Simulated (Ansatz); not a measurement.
Process, species as SMILES: PP (P2H4) + [H][H] (H2) → 2 P (PH3)
B3LYP-D3(BJ)/def2-TZVP geometries, fixed; electronic energies without zero-point terms.
Largest species:
```
P
H 1 1.4206
H 1 1.4206 2 92.33
P 1 2.2503 2 93.65 3 -93.89
H 4 1.4206 1 93.65 2 -86.71
H 4 1.4206 5 92.33 1 93.89
```
Charge 0, spin multiplicity 1.

Basis-set convergence of the energy of full hydrogenation at r2SCAN with Ansatz (a quantum-chemistry and plane-wave program). Cartesian d functions, on some or all atoms, in 6-31G*, 6-31+G*; all else is spherical. The program fits the integrals of some runs and decomposes those of others, by size. No added dispersion term, no relativity. Functions are those of the species that has most. Reference: the value in aug-pcseg-3, -3.70 kcal/mol, itself unsure by roughly 0.04 kcal/mol (its mean distance from aug-cc-pV(Q+d)Z, cc-pV(5+d)Z, def2-QZVPPD). Deviations are taken from unrounded values.

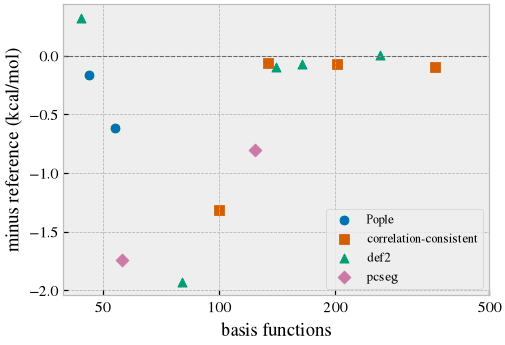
Figure. Deviation from the reference against the number of basis functions, by family of sets.

| basis | functions | energy of full hydrogenation (kcal/mol) | minus reference (kcal/mol) |
|---|---|---|---|
| def2-SV(P) | 44 | -3.37 | 0.32 |
| 6-31G* | 46 | -3.86 | -0.17 |
| 6-31+G* | 54 | -4.31 | -0.62 |
| pcseg-1 | 56 | -5.44 | -1.74 |
| def2-SVPD | 80 | -5.63 | -1.93 |
| aug-cc-pV(D+d)Z | 100 | -5.01 | -1.32 |
| pcseg-2 | 124 | -4.50 | -0.81 |
| cc-pV(T+d)Z | 134 | -3.76 | -0.06 |
| def2-TZVPP | 140 | -3.79 | -0.09 |
| def2-TZVPPD | 164 | -3.77 | -0.07 |
| aug-cc-pV(T+d)Z | 202 | -3.77 | -0.07 |
| def2-QZVPP | 260 | -3.69 | 0.00 |
| aug-cc-pV(Q+d)Z | 362 | -3.79 | -0.10 |
